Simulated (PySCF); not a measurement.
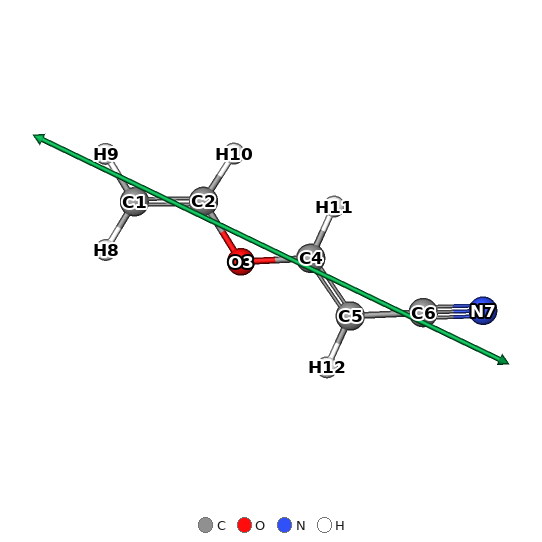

The double arrow shows the direction of the transition dipole to excited singlet state 1 (its length means nothing). Computed geometry: GFN2-xTB optimisation. No frequency run is at hand to confirm it as a minimum. Properties computed with TDDFT PBE0/def2-SVPD, vertical, gas phase, core orbitals frozen in the response (PySCF 2.14.0).

Question. How is the transition polarised?

Answer. In the molecular plane, close to the long direction C1···N7.

Question. Where does the transition lie, and how strong is it?

Answer. 5.32 eV (233 nm), oscillator strength 0.59, mainly HOMO → LUMO (weight 0.95); transition dipole 5.42 D.
